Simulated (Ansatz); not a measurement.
The figure comes from a scan of TiC (rock salt): a phonon pattern at L = (0.5, 0.0, 0.0) is frozen into a 4-atom cell, Q being the largest atomic displacement. Calculation: r2SCAN (plane waves to 500 eV, PAW, scalar-relativistic; Ansatz, an electronic-structure program). k mesh 9×18×18 (Γ-centred), Fermi-Dirac smearing 0.05 eV. The energy includes the smearing's −TS. With partly filled bands, energies and forces of such displacements shift with the k mesh and the smearing. TiC is run without spin polarisation. TiC was relaxed with its symmetry unable to fall. ΔE is measured from the undisplaced structure.

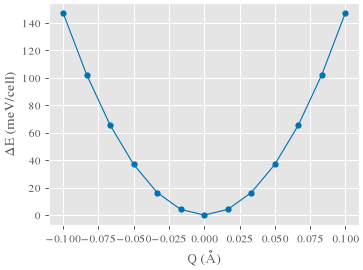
Figure. ΔE (meV/cell) against Q (Å); one marker a computed point.

Question: Read the plotted values off the figure, to the accuracy that the plot allows.

Answer: To the nearest 2:

```csv
Q (Å),ΔE (meV/cell)
-0.100,148
-0.083,102
-0.067,66
-0.050,36
-0.033,16
-0.017,4
0.000,0
0.017,4
0.033,16
0.050,36
0.067,66
0.083,102
0.100,148
```

(For displaced atoms, the force is minus the slope of the energy, and its curvature is a force constant, which sets phonon frequencies.)
